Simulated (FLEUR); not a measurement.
**Converging the k-point mesh at a smearing width of 0.05 eV: Li (Im-3m, 1 atom in the cell)**

```xyz
1
Lattice="-1.7502 1.7502 1.7502 1.7502 -1.7502 1.7502 1.7502 1.7502 -1.7502" Properties=species:S:1:pos:R:3 pbc="T T T"
Li     0.0000     0.0000     0.0000
```

Computed with PBEsol, all-electron FLAPW (FLEUR), scalar-relativistic valence in FLEUR.

Base settings: Kmax = 3.8 1/bohr; GmaxXC = 15.2 1/bohr; xcFunctional = PBEs; jspins = 1; l_soc = F; mode = hist; fermiSmearingEnergy = 0.00367493 Htr; mesh (inpgen div1-3) = 9 9 9; inpgen gamma flag = false; Gmax = 15.2 1/bohr.

In this ladder: fermiSmearingEnergy = 0.00183747 Htr. Moved along: kpt_gamma.

The second cell is the first with its lattice scaled by 0.98.

Only quantities that move along the ladder and can be compared are tabulated.

The starting cell has typed, rounded lattice constants, without a prior relaxation at this level. Its lattice was rescaled by up to half a per cent. Values depend on the basis (sphere radii, cutoffs, local orbitals), which need not be converged.

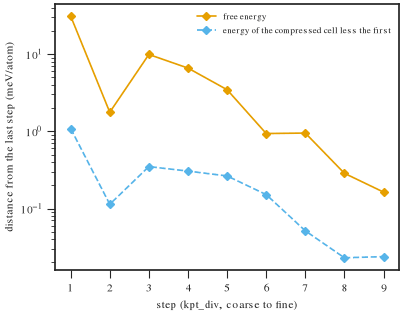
Figure. Distance from the last step along the ladder; very small values are drawn at a floor.

| kpt_div | free energy less the last step's (meV/atom) | energy of the compressed cell less the first (meV/atom) |
|---|---|---|
| 6 6 6 | 30.98 | -1.70 |
| 7 7 7 | -1.76 | -2.67 |
| 8 8 8 | 9.87 | -2.43 |
| 10 10 10 | 6.58 | -2.48 |
| 12 12 12 | 3.45 | -2.52 |
| 14 14 14 | 0.94 | -2.63 |
| 17 17 17 | 0.95 | -2.73 |
| 21 21 21 | 0.29 | -2.76 |
| 26 26 26 | -0.16 | -2.80 |
| 31 31 31 | 0.00 | -2.78 |

Coarsest kpt_div that holds the free energy within 0.5 meV/atom of the last step, with all finer ones: 21 21 21; the step before is off by 0.95 meV/atom.

Coarsest kpt_div that holds the energy of the compressed cell less the first within 1 meV/atom of the last step, with all finer ones: 7 7 7; the step before is off by 1.1 meV/atom.

The energy difference between the two cells stays within 1 meV/atom of the last step's from 7 7 7 on, the total only from 14 14 14 on: much of the error is common to both cells and cancels.

Left out of this page: 1 run of the series failed or unconverged.
